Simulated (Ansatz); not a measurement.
**C2H8Ge: energies of removing a hydrogen in Python**

Aim: energies of removing a hydrogen, for C2H8Ge, run from a script. SMILES: [CH3][GeH2][CH3].

Computed with the Python package of Ansatz 0.2.0. Level of theory: CAM-B3LYP/def2-TZVP.

## 1. The system

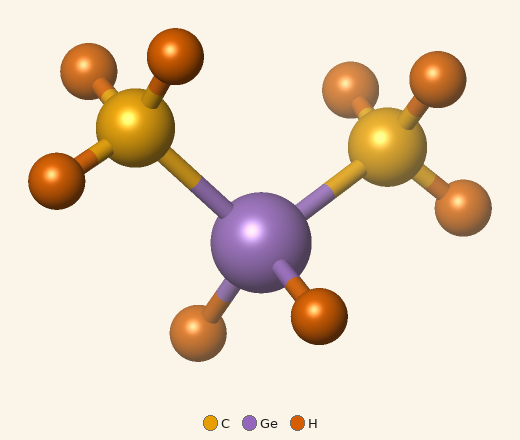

The structure that the script starts from, seen from a chosen angle (carbon amber, germanium purple, hydrogen orange).

No structure file is read: the coordinates are typed or built in the script.

## 2. The code

c2h8ge.py

```python
"""X-H bond energies of C2H8Ge without relaxation."""

import ansatz

config = {
    "basis_set": "def2-TZVP",
    "xc": "cam_b3lyp",
}


def single_point(molecule, charge=0, unpaired=0):
    calc = molecule.calculation().basis(gaussian=config["basis_set"]).functional(config["xc"])
    if charge:
        calc = calc.charge(charge)
    if unpaired:
        calc = calc.spin("collinear", total=unpaired)
    return calc.run(threads=1, pin="off").report["free_energy_ev"]

def without(molecule, index):
    rest = ansatz.Crystal.molecule()
    for i, site in enumerate(molecule.cartesian_sites):
        if i != index:
            rest = rest.atom(site.symbol, site.position_ang)
    return rest

geometry_ang = [
    ("C", (-1.2016, 0.908, -0.41)),
    ("Ge", (-0.2097, -0.6864, -0.3177)),
    ("C", (1.3831, -0.3455, 0.6871)),
    ("H", (-2.1022, 0.7743, -1.0058)),
    ("H", (-0.6501, 1.7333, -0.9423)),
    ("H", (-1.5162, 1.303, 0.6006)),
    ("H", (0.1957, -1.1473, -1.7426)),
    ("H", (-1.0008, -1.7663, 0.3819)),
    ("H", (2.0147, 0.459, 0.2389)),
    ("H", (1.149, -0.0099, 1.7469)),
    ("H", (2.0035, -1.2791, 0.7834)),
]
c2h8ge = ansatz.Crystal.molecule()
for symbol, xyz in geometry_ang:
    c2h8ge = c2h8ge.atom(symbol, xyz)

whole = single_point(c2h8ge, 0)
hydrogen = single_point(ansatz.Crystal.molecule().atom("H", (0, 0, 0)), 0, 1)
print(f"E(molecule) = {whole:.5f} eV, E(H) = {hydrogen:.5f} eV")
for index in [10, 7]:
    radical = single_point(without(c2h8ge, index), 0, 1)
    print(f"H{index}: homolysis {(radical + hydrogen - whole):.3f} eV")
    anion = single_point(without(c2h8ge, index), -1)
    print(f"H{index}: loss of a proton {(anion - whole):.3f} eV")
```

## 3. The calls as engine input

The package turns the script's settings into the engine's input (first run):

```yaml
crystal:
  periodic: [false, false, false]
  atoms:
    - { symbol: C, position_ang: [-1.2016, 0.908, -0.41] }
    - { symbol: Ge, position_ang: [-0.2097, -0.6864, -0.3177] }
    - { symbol: C, position_ang: [1.3831, -0.3455, 0.6871] }
    - { symbol: H, position_ang: [-2.1022, 0.7743, -1.0058] }
    - { symbol: H, position_ang: [-0.6501, 1.7333, -0.9423] }
    - { symbol: H, position_ang: [-1.5162, 1.303, 0.6006] }
    - { symbol: H, position_ang: [0.1957, -1.1473, -1.7426] }
    - { symbol: H, position_ang: [-1.0008, -1.7663, 0.3819] }
    - { symbol: H, position_ang: [2.0147, 0.459, 0.2389] }
    - { symbol: H, position_ang: [1.149, -0.0099, 1.7469] }
    - { symbol: H, position_ang: [2.0035, -1.2791, 0.7834] }
basis:
  gaussian:
    orbitals: def2-TZVP
hamiltonian:
  xc: cam_b3lyp
```

## 4. Running it

Started as:

```console
> python c2h8ge.py
```

Standard output:

```text
E(molecule) = -58725.56581 eV, E(H) = -13.57334 eV
H10: homolysis 4.941 eV
H10: loss of a proton 17.993 eV
H7: homolysis 3.908 eV
H7: loss of a proton 17.180 eV
```

It took 36 s on 1 thread of Arm Neoverse V1, shared host; peak memory 0.53 GiB.

## 5. What changed from run to run

The engine's inputs for some of the other runs:

Run 3, against run 1:

```diff
@@ -14 +13,0 @@
-    - { symbol: H, position_ang: [2.0035, -1.2791, 0.7834] }
@@ -19,0 +19,3 @@
+magnetization:
+  spin_polarized: true
+  initial_magnetization: 1.0
```

Run 5, against run 1:

```diff
@@ -11 +10,0 @@
-    - { symbol: H, position_ang: [-1.0008, -1.7663, 0.3819] }
@@ -19,0 +19,3 @@
+magnetization:
+  spin_polarized: true
+  initial_magnetization: 1.0
```

Run 6, against run 1:

```diff
@@ -11 +10,0 @@
-    - { symbol: H, position_ang: [-1.0008, -1.7663, 0.3819] }
@@ -19,0 +19 @@
+total_charge: -1.0
```

## 6. What the script built

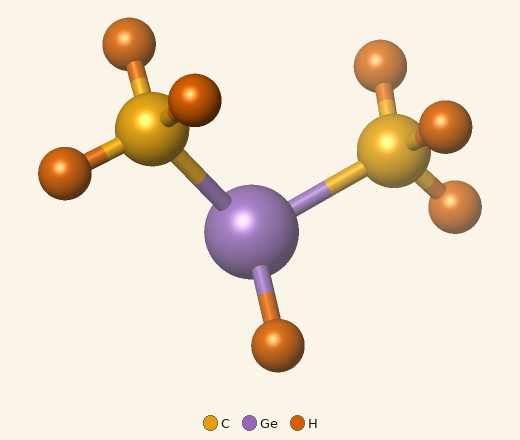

The system of run 6 as the script built it (10 atoms; carbon amber, germanium purple, hydrogen orange).

## 7. Run by run

From the records of these 6 runs:

| run | system | unpaired or total moment | energy (eV) | <S²> | SCF cycles | CPU time (s) |
| --- | --- | --- | --- | --- | --- | --- |
| 1 | C2H8Ge | not set | -58725.5658 | 0.00 | 16 | 5.5 |
| 2 | H | 1 | -13.5733 | 0.75 | 8 | 0.09 |
| 3 | C2H7Ge | 1 | -58707.0515 | 0.75 | 19 | 9.8 |
| 4 | C2H7Ge, charge -1 | not set | -58707.5728 | 0.00 | 17 | 5.6 |
| 5 | C2H7Ge | 1 | -58708.0849 | 0.75 | 17 | 9 |
| 6 | C2H7Ge, charge -1 | not set | -58708.3857 | 0.00 | 17 | 5.3 |

Totals carry meaning only in balanced differences at one level of theory.

## 8. Outcome

| quantity | value |
| --- | --- |
| weakest bond to hydrogen among those tried (homolysis) | H7 (counted from 0), 3.908 eV |
| easiest loss of a proton among those tried | H7, 17.180 eV |
| runs compared | 6 |

**Reading.** Atoms are numbered as in the script, from 0. The fragments aren't relaxed and zero-point energy is left out, so these aren't bond dissociation enthalpies. Losing a bare proton in the gas phase costs far more than homolysis, as charges must be parted. All 6 runs converged, in 8 to 19 cycles. Notes:
- The geometry is a force-field or estimated start, not a minimum of this method, and the basis set is short of its limit. All parts are taken at fixed geometry, without zero-point energy.
- Anions want diffuse functions, which this basis lacks.
